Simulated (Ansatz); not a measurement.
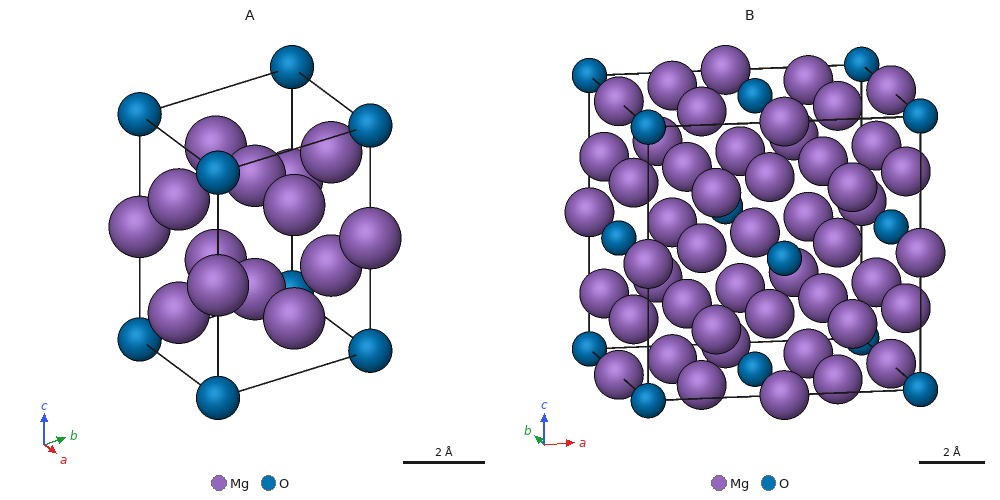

Two structures of Mg₇O, each relaxed to rest (conventional cells in solid outline, small ones repeated, not to one scale). Method: Ansatz, DFT PBE, scalar-relativistic, plane waves, PAW, without spin polarisation.

### State the structure in each panel.

A: 8 atoms a cell on a primitive hexagonal lattice, P6/mmm. B: 32 atoms a cell on a face-centred cubic lattice, Fm-3m.

### A or B: which is lower in energy?

B is lower, by 191 meV/atom at this level of theory (energies at zero smearing). Volumes: A 21.2, B 20.2 Å³/atom.

One or both may be structure types tried for this composition rather than known phases.
